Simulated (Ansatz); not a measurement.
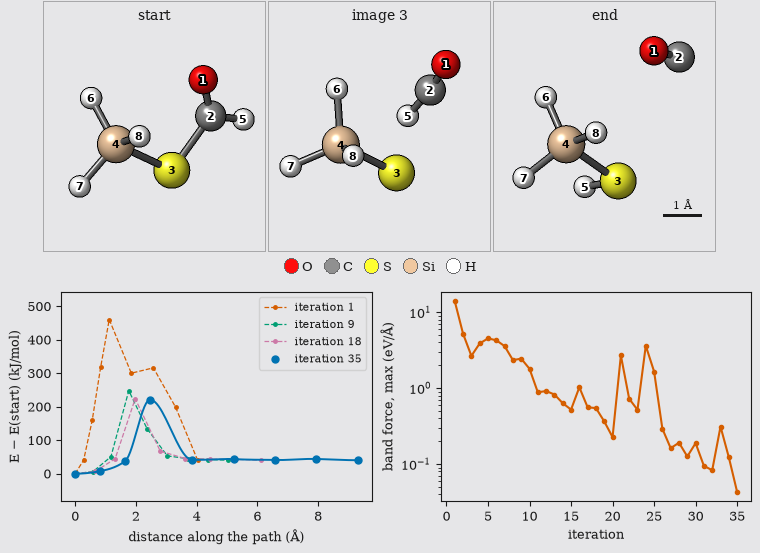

NEB run on CH₄OSSi. Images are numbered from 0 (start) to 8 (end). The plot follows the band through its iterations. A ball-and-stick model, seen at a tilt.

The calculation used RKS B3LYP-D4/def2-SVP in Ansatz 0.2.0. Settings: 7 movable images; climbing image; force threshold 0.05 eV/Å; iteration limit 60; starting path through a guess of the saddle point.

Q: Judge this run.

A: The run is converged, with reservations. The band converged in 35 iterations. The largest component of the band force went from 14 to 0.043 eV/Å. The climbing image converged on the top of the path. Its vibrational analysis gives one imaginary mode (1287i cm⁻¹), as a transition state must have. The first iteration put the highest image at 460.6 kJ/mol. The highest point, image 3, lies 221.1 kJ/mol above the start and 180.8 kJ/mol above the end; the end is at +40.3 kJ/mol relative to the start.
